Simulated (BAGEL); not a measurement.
# C2HF5 (pentafluoroethane): levels of theory compared

Wanted: a comparison of 4 runs (B3LYP/6-31G*, B3LYP/cc-pVDZ, PBE0/cc-pVDZ, RI-MP2/cc-pVDZ) of C2HF5 (pentafluoroethane). 

The calculation is run with BAGEL 1.2.2.

## 1. Starting point

The species is C2HF5 (8 atoms), meant as a singlet with charge 0. As SMILES, `FC(F)C(F)(F)F`. Geometry: relaxed at PBE0-D4/def2-TZVP.

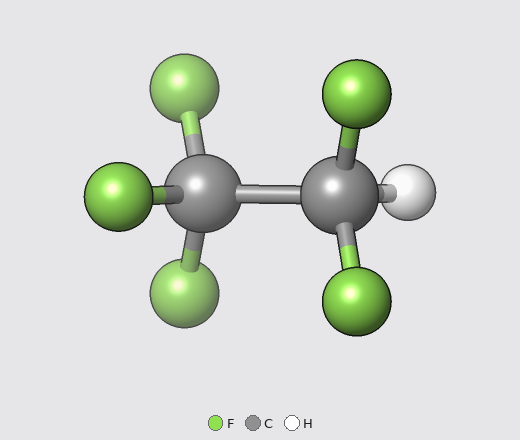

Viewed from a chosen angle; fluorine green, carbon grey, hydrogen white.

## 2. The energy at B3LYP/6-31G(d) (density fitting with cc-pvqz-jkfit, spherical functions) (run 1)

The input, input.json:

```json
{ "bagel": [

{
  "title": "molecule",
  "basis": "6-31gs.json",
  "df_basis": "cc-pvqz-jkfit",
  "angstrom": true,
  "geometry": [
    { "atom": "F", "xyz": [       1.108900,      -0.553860,       1.234420 ] },
    { "atom": "C", "xyz": [       0.191970,      -0.710550,       0.267130 ] },
    { "atom": "F", "xyz": [      -0.910270,      -1.264250,       0.795780 ] },
    { "atom": "C", "xyz": [      -0.167930,       0.666540,      -0.306450 ] },
    { "atom": "F", "xyz": [       0.918210,       1.227580,      -0.833280 ] },
    { "atom": "F", "xyz": [      -0.654150,       1.470010,       0.628030 ] },
    { "atom": "F", "xyz": [      -1.077870,       0.524920,      -1.267700 ] },
    { "atom": "H", "xyz": [       0.591130,      -1.360390,      -0.517920 ] }
  ]
},

{
  "title": "ks",
  "xc_func": "b3lyp"
},

{
  "title": "print",
  "file": "orbitals.molden",
  "orbitals": true
}

]}
```

The basis set 6-31G* is read from a file made from the Basis Set Exchange's data (not shown).

Started as:

```bash
$ BAGEL_NUM_THREADS=1 BAGEL input.json > input.out
```

The log of the run:

```text
* using 1 threads per process

  ===============================================================
  ===============================================================

  *** Geometry ***

  { "atom" : "F", "xyz" : [      2.095517,     -1.046644,      2.332716 ] },
  { "atom" : "C", "xyz" : [      0.362771,     -1.342745,      0.504803 ] },
  { "atom" : "F", "xyz" : [     -1.720161,     -2.389086,      1.503806 ] },
[... 4 lines of this table left out ...]
  { "atom" : "H", "xyz" : [      1.117074,     -2.570765,     -0.978727 ] },

  Number of auxiliary basis functions:      793

  Since a DF basis is specified, we compute 2- and 3-index integrals:
    o Being stored without compression. Storage requirement is 0.063 GB

  Number of basis functions:      100
  Number of electrons      :       58

    * METHOD: MOLECULE                             0.81

  *** Kohn-Sham DFT ***

    * Removing 16568 points whose weight is below 1.00e-10
    * Grid points: 102680

  === Nuclear Repulsion ===
   360.7080805058

       - DIIS with orbital gradients will be used.

  === KS iteration (b3lyp / 6-31gs.json) ===
      0       -535.01512080          0.13070990           0.64
      1       -466.11103437          0.21500391           0.60
      2       -429.72381510          0.17800911           0.57
[... 20 lines of this table left out ...]
     23       -576.00115534          0.00000001           0.61
    * SCF iteration converged.

    * Permanent dipole moment:
           (   -0.190917,     0.332579,     0.340060) a.u.

    * METHOD: KS                                  14.70

    * METHOD: PRINT                                0.03

  ===============================================================
```

Wall time 16 s (1 thread of Arm Neoverse V1, shared host); peak memory 0.53 GiB.

## 3. The energy at B3LYP/cc-pVDZ (density fitting with cc-pvqz-jkfit) (run 2)

The input, dft.json:

```json
{ "bagel": [

{
  "title": "molecule",
  "basis": "cc-pvdz.json",
  "df_basis": "cc-pvqz-jkfit",
  "angstrom": true,
  "geometry": [
    { "atom": "F", "xyz": [    1.108900,   -0.553860,    1.234420 ] },
    { "atom": "C", "xyz": [    0.191970,   -0.710550,    0.267130 ] },
    { "atom": "F", "xyz": [   -0.910270,   -1.264250,    0.795780 ] },
    { "atom": "C", "xyz": [   -0.167930,    0.666540,   -0.306450 ] },
    { "atom": "F", "xyz": [    0.918210,    1.227580,   -0.833280 ] },
    { "atom": "F", "xyz": [   -0.654150,    1.470010,    0.628030 ] },
    { "atom": "F", "xyz": [   -1.077870,    0.524920,   -1.267700 ] },
    { "atom": "H", "xyz": [    0.591130,   -1.360390,   -0.517920 ] }
  ]
},
{ "title": "ks", "xc_func": "b3lyp" },
{ "title": "print", "file": "orbitals.molden", "orbitals": true }

]}
```

The basis set cc-pVDZ is read from a file made from the Basis Set Exchange's data (not shown).

Started as:

```bash
$ BAGEL_NUM_THREADS=1 BAGEL dft.json > dft.out
```

The log of the run:

```text
* using 1 threads per process

  ===============================================================
  ===============================================================

  *** Geometry ***

  { "atom" : "F", "xyz" : [      2.095517,     -1.046644,      2.332716 ] },
  { "atom" : "C", "xyz" : [      0.362771,     -1.342745,      0.504803 ] },
  { "atom" : "F", "xyz" : [     -1.720161,     -2.389086,      1.503806 ] },
[... 4 lines of this table left out ...]
  { "atom" : "H", "xyz" : [      1.117074,     -2.570765,     -0.978727 ] },

  Number of auxiliary basis functions:      793

  Since a DF basis is specified, we compute 2- and 3-index integrals:
    o Being stored without compression. Storage requirement is 0.067 GB

  Number of basis functions:      103
  Number of electrons      :       58

    * METHOD: MOLECULE                             0.80

  *** Kohn-Sham DFT ***

    * Removing 16568 points whose weight is below 1.00e-10
    * Grid points: 102680

  === Nuclear Repulsion ===
   360.7080805058

       - DIIS with orbital gradients will be used.

  === KS iteration (b3lyp / cc-pvdz.json) ===
      0       -532.56355571          0.12974376           0.67
      1       -461.39711147          0.21340792           0.64
      2       -432.82458771          0.17616008           0.64
[... 17 lines of this table left out ...]
     20       -576.04463410          0.00000001           0.68
    * SCF iteration converged.

    * Permanent dipole moment:
           (   -0.198959,     0.348435,     0.351388) a.u.

    * METHOD: KS                                  14.11

    * METHOD: PRINT                                0.03

  ===============================================================
```

It took 15 s on 1 thread of Arm Neoverse V1, shared host; peak memory 0.54 GiB.

Run 3 isn't shown in full; the table further down has it.

## 4. A single-point energy at RI-MP2/cc-pVDZ (density fitting with cc-pvqz-jkfit) (run 4)

The input, mp2.json:

```json
{ "bagel" : [

{
  "title" : "molecule",
  "basis" : "cc-pvdz.json",
  "df_basis" : "cc-pvqz-jkfit",
  "angstrom" : true,
  "geometry" : [
    { "atom" : "F", "xyz" : [    1.108900,   -0.553860,    1.234420 ] },
    { "atom" : "C", "xyz" : [    0.191970,   -0.710550,    0.267130 ] },
    { "atom" : "F", "xyz" : [   -0.910270,   -1.264250,    0.795780 ] },
    { "atom" : "C", "xyz" : [   -0.167930,    0.666540,   -0.306450 ] },
    { "atom" : "F", "xyz" : [    0.918210,    1.227580,   -0.833280 ] },
    { "atom" : "F", "xyz" : [   -0.654150,    1.470010,    0.628030 ] },
    { "atom" : "F", "xyz" : [   -1.077870,    0.524920,   -1.267700 ] },
    { "atom" : "H", "xyz" : [    0.591130,   -1.360390,   -0.517920 ] }
  ]
},
{ "title" : "hf" },
{ "title" : "mp2", "ncore" : 7 }

]}
```

The basis set cc-pVDZ is read from a file made from the Basis Set Exchange's data (not shown).

Started as:

```bash
$ BAGEL_NUM_THREADS=1 BAGEL mp2.json > mp2.out
```

The log of the run:

```text
* using 1 threads per process

  ===============================================================
  ===============================================================

  *** Geometry ***

  { "atom" : "F", "xyz" : [      2.095517,     -1.046644,      2.332716 ] },
  { "atom" : "C", "xyz" : [      0.362771,     -1.342745,      0.504803 ] },
  { "atom" : "F", "xyz" : [     -1.720161,     -2.389086,      1.503806 ] },
[... 4 lines of this table left out ...]
  { "atom" : "H", "xyz" : [      1.117074,     -2.570765,     -0.978727 ] },

[... 23 lines left out ...]
    * SCF iteration converged.
[... 1 line left out ...]
    * Permanent dipole moment:
[... 2 lines left out ...]
    * METHOD: HF                                   3.40

  *** RHF ***

  === Nuclear Repulsion ===
   360.7080805058

      * DIIS with orbital gradients will be used.

  === RHF iteration (cc-pvdz.json) ===
      0       -573.54320469          0.00000000           0.22
    * SCF iteration converged.

    * Permanent dipole moment:
           (   -0.256750,     0.449497,     0.453691) a.u.

  === DF-MP2 calculation ===

    * freezing 7 orbitals
    * 3-index integral transformation done
    * assembly done

      MP2 correlation energy:   -1.1841355501      0.21

      MP2 total energy:       -574.7273402357

    * METHOD: MP2                                  0.70

  ===============================================================
```

Run time: 5.1 s. Hardware: 1 thread of Arm Neoverse V1, shared host; peak memory 0.22 GiB.

## 5. All runs side by side

| run | level | frozen core orbitals | energy (Eh) | dipole moment (D) | HOMO energy (eV) | LUMO energy (eV) | wall time |
| --- | --- | --- | --- | --- | --- | --- | --- |
| 1 | B3LYP/6-31G* (density fitting with cc-pvqz-jkfit, spherical functions) | – | -576.001155 | 1.30 | -9.67 | 2.43 | 16 s |
| 2 | B3LYP/cc-pVDZ (density fitting with cc-pvqz-jkfit) | – | -576.044634 | 1.36 | -9.81 | 1.72 | 15 s |
| 3 | PBE0/cc-pVDZ (density fitting with cc-pvqz-jkfit) | – | -575.501372 | 1.39 | -10.11 | 2.09 | 14 s |
| 4 | RI-MP2/cc-pVDZ (density fitting with cc-pvqz-jkfit) | 7 | -574.727340 | – | – | – | 5.1 s |

## 6. Results

```
                                          quantity          value
                               run 4: total energy  -574.72734 Eh
run 4: correlation energy (7 core orbitals frozen)    -1184.1 mEh
```

In words: Over runs 1, 2, 3 the dipole moment (its size) runs from 1.30 D (B3LYP/6-31G*) to 1.39 D (PBE0/cc-pVDZ). The two ends differ in method and basis. Over runs 1, 2, 3 the HOMO–LUMO gap runs from 11.53 eV (B3LYP/cc-pVDZ) to 12.19 eV (PBE0/cc-pVDZ). Totals of different functionals can't be ranked against each other. All runs together took 51 s, the longest 16 s.
